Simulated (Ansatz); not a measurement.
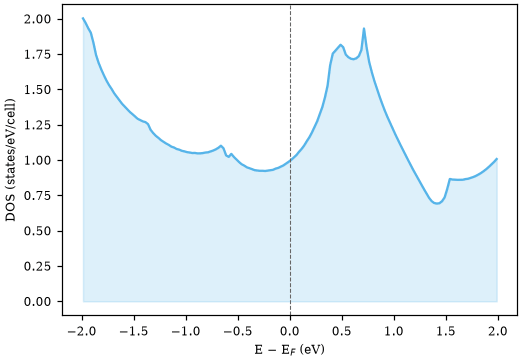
Density of states of PtSn$_{2}$ (Fm-3m) near the Fermi level, PBEsol, rigid bands (Ansatz, an electronic-structure program).

Question: With 3 atoms a cell, what bare Sommerfeld coefficient γ = (π²/3) k_B² N(E_F) follows?

Answer: N(E_F) ≈ 1.00 states/eV a cell at 300 K, so γ ≈ 0.78 mJ/(mol of atoms·K²), before electron-phonon enhancement.

Question: How far does the Fermi level move in a rigid band for 0.1 electron a cell added or removed?

Answer: 97 meV and -103 meV.

A metal at this level (no band gap); rigid bands, thermally averaged at 300 K, both spins. Spin-orbit coupling is left out, which matters with elements this heavy. Geometry: cell and atoms relaxed with PBEsol.

Formula and space group known from diffraction (Crystallography Open Database), not checked to be the room-temperature form: PtSn2 (Fm-3m).
